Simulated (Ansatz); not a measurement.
**GaBr₄−: an energy map over bond length Br1–Ga2 and bond length Ga2–Br4**

Aim: map the energy of Br4Ga, SMILES [Br][Ga-]([Br])([Br])[Br], charge −1 over two coordinates, and find its wells, ridges and stiffness.

The runs use Ansatz 0.2.0; RHF/def2-SVPD.

### Step 1. Where the work starts

5 atoms, charge -1, spin multiplicity 1.

Atoms are counted from 1 here; the program's logs count them from 0.

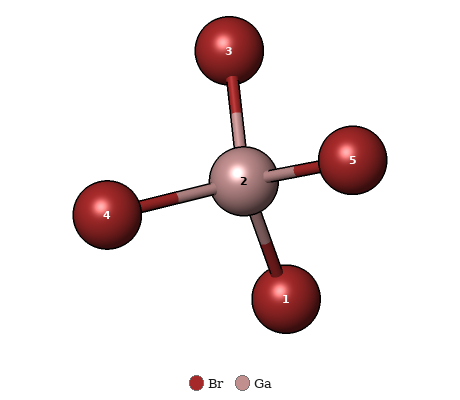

Start geometry, drawn with bromine red, gallium pink; atoms are numbered from 1 in the order of the file.

Coordinates:

```xyz
5
Br4Ga
Br   -1.1049   -0.0969    2.1094
Ga   -0.0001   -0.0001    0.0000
Br    1.8450   -1.5086   -0.0004
Br   -1.5265   -0.6113   -1.7254
Br    0.7863    2.2166   -0.3837
```

This geometry comes from a loose relaxation at PBE in a small basis, which is not shown.

### Step 2. The minimum at this level

File input.yaml:

```yaml
crystal:
  periodic: [false, false, false]
  atoms:
    - { symbol: Br, position_ang: [-1.104943, -0.096928, 2.109445] }
    - { symbol: Ga, position_ang: [-8.0e-05, -6.8e-05, -1.8e-05] }
    - { symbol: Br, position_ang: [1.844993, -1.508562, -0.000442] }
    - { symbol: Br, position_ang: [-1.526507, -0.61126, -1.725383] }
    - { symbol: Br, position_ang: [0.786326, 2.216647, -0.383692] }
total_charge: -1
basis:
  gaussian: { orbitals: def2-SVPD }
hamiltonian:
  xc: hf
output:
  forces: true
relax:
  f_tol: 0.003
  max_steps: 120
```

Command:

```console
> ansatz run input.yaml --threads 1 --pin off --max-ram 2560MiB --backend cpu --events-out ev --progress --plain --runs-dir out
```

Log, cut to the lines that bear on the results:

```text
Warning: RAYON_NUM_THREADS=1 ignored (pool sized by the plan → 1); use --threads N
[...]
Functional definition: HF
[...]
2040 factors; integrals over basis functions are off by at most 2.7e-4 eV
[...]
mean field -332299.23844650 eV, -12211.7717723952 hartree, gradient 1.5e-5 eV, S^2 0.000000; 0 other end points of the search recorded, 0 dependent functions left out
[...]
reference -332299.23844650 eV, -12211.7717723952 hartree; 86, 86 occupied and 116, 116 virtual orbitals, 2040 factors
relax step   1: F+E_penalty+E_count = -332299.23844650 eV  Δ(F+E_penalty+E_count) = +0.000e0 eV  max|allowed force component| = 1.814e-2 eV/Å  Δτ_max = 0.0000 Å  (32 SCF iters, accepted)
[...]
relax step   2: F+E_penalty+E_count = -332299.23850709 eV  Δ(F+E_penalty+E_count) = -6.059e-5 eV  max|allowed force component| = 5.160e-3 eV/Å  Δτ_max = 0.0023 Å  (25 SCF iters, accepted)
[...]
relax step   3: F+E_penalty+E_count = -332299.23851222 eV  Δ(F+E_penalty+E_count) = -5.131e-6 eV  max|allowed force component| = 1.305e-4 eV/Å  Δτ_max = 0.0005 Å  (22 SCF iters, accepted)
2040 factors; integrals over basis functions are off by at most 2.7e-4 eV
[...]
mean field -332299.23851222 eV, -12211.7717748103 hartree, gradient 2.8e-5 eV, S^2 0.000000; 1 other end points of the search recorded, 0 dependent functions left out
[...]
reference -332299.23851222 eV, -12211.7717748103 hartree; 86, 86 occupied and 116, 116 virtual orbitals, 2040 factors
Total energy: -332299.23851222 eV, -12211.7717748103 hartree
Atom 0 at    -1.104245    -0.096921     2.107964 Å, force    -0.000035    -0.000034    -0.000016 eV/Å
Atom 1 at    -0.000051    -0.000042    -0.000020 Å, force    -0.000046    -0.000046    -0.000038 eV/Å
Atom 2 at     1.843707    -1.507613    -0.000460 Å, force    -0.000007    -0.000058    -0.000012 eV/Å
Atom 3 at    -1.525421    -0.610857    -1.724093 Å, force     0.000066     0.000007     0.000105 eV/Å
Atom 4 at     0.785798     2.215262    -0.383480 Å, force     0.000022     0.000130    -0.000040 eV/Å
Dipole moment:    -0.000002    -0.000001     0.000003 e Å
```

It took 82 s on 1 thread of Arm Neoverse V2, shared host; peak memory 0.87 GiB.

Along the way:

```tsv
step	energy from step 1 (eV)	largest force component (eV/Å)
1	0.0000	0.0181
2	-0.0001	0.0052
3	-0.0001	0.0001
```

Close pairs (by a distance rule), those that changed most:

```tsv
bond	before (Å)	after (Å)	change (Å)
Ga2–Br4	2.383	2.382	-0.002
Br1–Ga2	2.383	2.382	-0.002
Ga2–Br3	2.383	2.382	-0.002
Ga2–Br5	2.383	2.382	-0.002
```

### Step 3. Setting up the map

- bond length Br1–Ga2: 7 values from 1.95 to 3.57 Å
- bond length Ga2–Br4: 7 values from 1.95 to 3.57 Å

Nothing else is relaxed (all other coordinates rigid). Energies count from the relaxed molecule at the same level. Points are written as (first, second).

Below, 1 of the grid's runs; all are launched alike.

### Step 4. Point (2.49 Å, 2.49 Å)

File input.yaml:

```yaml
crystal:
  periodic: [false, false, false]
  atoms:
    - { symbol: Br, position_ang: [-1.104245, -0.096921, 2.107964] }
    - { symbol: Ga, position_ang: [0.051577, 0.004487, -0.098582] }
    - { symbol: Br, position_ang: [1.895335, -1.503083, -0.099022] }
    - { symbol: Br, position_ang: [-1.545106, -0.634884, -1.903258] }
    - { symbol: Br, position_ang: [0.837427, 2.219792, -0.482042] }
total_charge: -1
basis:
  gaussian: { orbitals: def2-SVPD }
hamiltonian:
  xc: hf
output:
  forces: true
```

Command:

```console
> ansatz run input.yaml --threads 1 --pin off --max-ram 2560MiB --backend cpu --events-out ev --progress --plain --runs-dir out
```

Log, cut to the lines that bear on the results:

```text
Warning: RAYON_NUM_THREADS=1 ignored (pool sized by the plan → 1); use --threads N
[...]
[... 1 set-up line as earlier in the session ...]
[...]
1921 factors; integrals over basis functions are off by at most 3.3e-4 eV
[...]
mean field -332299.12103407 eV, -12211.7674575679 hartree, gradient 3.9e-5 eV, S^2 0.000000; 0 other end points of the search recorded, 0 dependent functions left out
[...]
reference -332299.12103407 eV, -12211.7674575679 hartree; 86, 86 occupied and 116, 116 virtual orbitals, 1921 factors
Total energy: -332299.12103407 eV, -12211.7674575679 hartree
Atom 0 at    -1.104245    -0.096921     2.107964 Å, force     0.422222     0.029048    -0.883595 eV/Å
Atom 1 at     0.051577     0.004487    -0.098582 Å, force    -0.757361    -0.203842     0.110609 eV/Å
Atom 2 at     1.895335    -1.503083    -0.099022 Å, force    -0.163211     0.072463     0.008204 eV/Å
Atom 3 at    -1.545106    -0.634884    -1.903258 Å, force     0.600065     0.246042     0.734345 eV/Å
Atom 4 at     0.837427     2.219792    -0.482042 Å, force    -0.101714    -0.143711     0.030437 eV/Å
Dipole moment:     0.135488     0.036461    -0.019788 e Å
```

It took 21 s on 1 thread of Arm Neoverse V2, shared host; peak memory 0.77 GiB.

Energy on the map's scale: 11 kJ/mol.

### Step 5. Energy over the grid

28 points were computed, 21 more follow by symmetry. Energies in kJ/mol, from the relaxed molecule at the same level:

```csv
"bond length Ga2–Br4 (Å) ↓, bond length Br1–Ga2 (Å) →",1.95,2.22,2.49,2.76,3.03,3.30,3.57
3.57,315,180,187,240,302,359,406
3.30,282,144,148,199,258,313,359
3.03,243,101,102,149,206,258,302
2.76,201,54,51,95,149,199,240
2.49,173,19,11,51,102,148,187
2.22,195,33,19,54,101,144,180
1.95,368,195,173,201,243,282,315
```

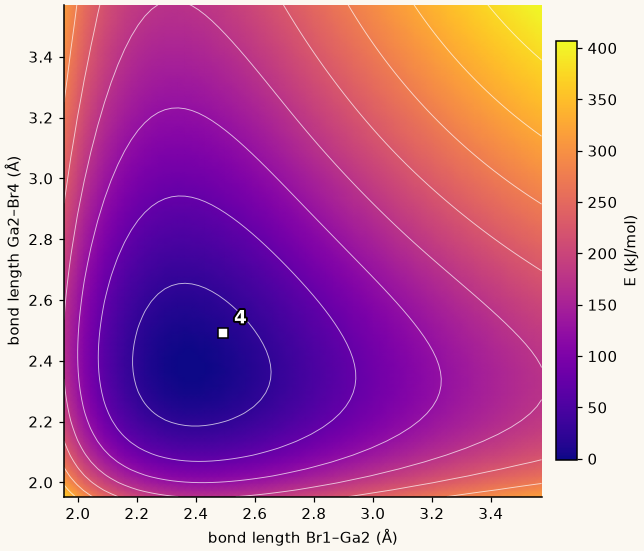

The map; numbers mark the steps of this session that print a point's run. Drawn: a smooth colour map. Between grid points the surface is interpolated.

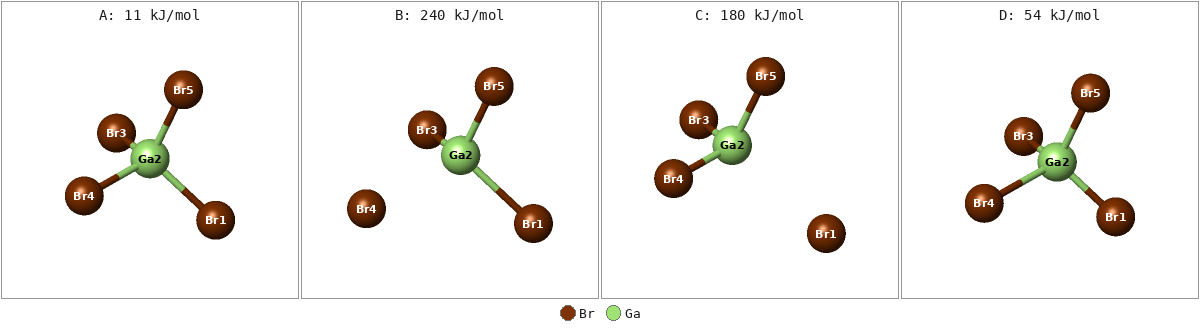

Structures on the grid, at one scale: A at (2.49 Å, 2.49 Å); B at (2.76 Å, 3.57 Å); C at (3.57 Å, 2.22 Å); D at (2.22 Å, 2.76 Å).

On the same grid, largest force on an atom (eV/Å):

```
bond length Ga2–Br4 (Å) ↓, bond length Br1–Ga2 (Å) →  1.95  2.22  2.49  2.76  3.03  3.30  3.57
                                                3.57  10.4   1.8   1.5   2.3   2.3   2.0   1.7
                                                3.30  10.5   2.0   1.6   2.3   2.2   1.9   2.0
                                                3.03  10.6   2.3   1.9   2.1   2.1   2.2   2.3
                                                2.76  10.8   2.5   1.9   2.0   2.1   2.3   2.3
                                                2.49  11.1   2.2   1.0   1.9   1.9   1.6   1.5
                                                2.22  11.5   2.4   2.2   2.5   2.3   2.0   1.8
                                                1.95  12.0  11.5  11.1  10.8  10.6  10.5  10.4
```

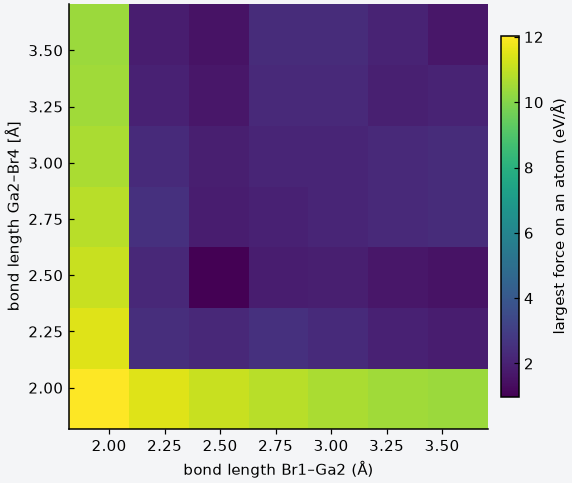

The largest force on an atom over the grid. The picture shows one coloured cell a grid point.

### Step 6. Outcome

| quantity | value |
| --- | --- |
| lowest point | (2.49 Å, 2.49 Å), 11 kJ/mol |
| highest computed point | (3.57 Å, 3.57 Å), 395 kJ/mol above the lowest |
| largest force on an atom (eV/Å) | 1.0 at (2.49 Å, 2.49 Å) to 12.0 at (1.95 Å, 1.95 Å); 1.0 at the lowest point |
| time for the whole task | 14 min on 1 thread, shared host |

In words: The lowest computed point is at (2.49 Å, 2.49 Å), 11 kJ/mol from the relaxed molecule at the same level. No other kind of well shows on this grid. The highest computed point, (3.57 Å, 3.57 Å), lies 395 kJ/mol above the lowest. Round the minimum the two coordinates are nearly uncoupled.
